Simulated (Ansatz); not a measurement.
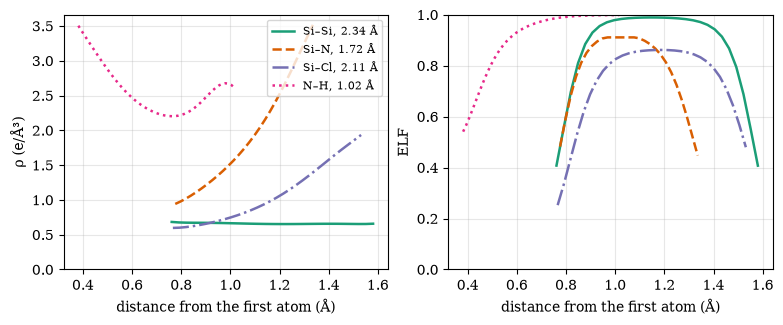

*ClH6NSi2. Total electron density and electron localisation function along straight lines between neighbouring atoms. The curves leave out the atomic cores.*

Geometry: B3LYP-D3(BJ)/def2-SVP.

All numbers below come from isolated molecule in a Gaussian basis; Kohn-Sham density functional theory, functional PBE0 (Ansatz).

```yaml
atoms:
  - { symbol: Cl, position_ang: [1.4168, -2.2192, -1.0675] }
  - { symbol: N, position_ang: [-1.5196, -0.9249, -0.6653] }
  - { symbol: Si, position_ang: [0.0842, -0.9460, -0.0355] }
  - { symbol: Si, position_ang: [1.0101, 1.1950, -0.2362] }
  - { symbol: H, position_ang: [-2.1334, -1.7218, -0.5161] }
  - { symbol: H, position_ang: [-1.6992, -0.4998, -1.5707] }
  - { symbol: H, position_ang: [0.0068, -1.4754, 1.3509] }
  - { symbol: H, position_ang: [2.4416, 1.1813, 0.1798] }
  - { symbol: H, position_ang: [0.9248, 1.6099, -1.6688] }
  - { symbol: H, position_ang: [0.2655, 2.1871, 0.5949] }
```

What can be read from the curves?

Si–Si (2.34 Å): ρ is about 0.65 e/Å³ halfway; the ELF peaks at about 1 between the atoms, as expected for a covalent bond.
Si–N (1.72 Å): ρ is about 1.1 e/Å³ halfway; the ELF peaks at about 0.90 between the atoms, as expected for a polar covalent bond.
Si–Cl (2.11 Å): ρ at the midpoint is about 0.81 e/Å³; the ELF peaks at about 0.85 between the atoms: a polar covalent bond.
N–H (1.02 Å): ρ at the midpoint is about 2.8 e/Å³; the ELF climbs to about 1 towards the hydrogen, as it does in any bond to H: a covalent bond by its length.
